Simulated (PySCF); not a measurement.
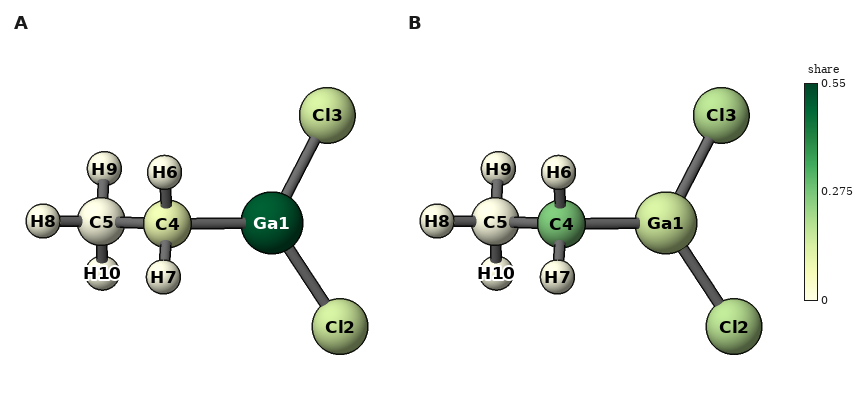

Each panel colours the atoms by their Löwdin share in one orbital (up to four of the largest shares; other atoms are shown as zero). The geometry was computed by an optimisation with PBE0-D3(BJ)/def2-SVP. No frequency run is at hand to confirm it as a minimum. Level of theory: ωB97X-D/def2-SVPD (PySCF 2.14.0).

The panels show the HOMO, LUMO, in some order. Which is which?

Answer. A: LUMO, 0.33 eV; Ga1 0.50, Cl2 0.15, Cl3 0.15, C4 0.10
B: HOMO, −10.32 eV; C4 0.27, Cl3 0.19, Cl2 0.18, Ga1 0.15
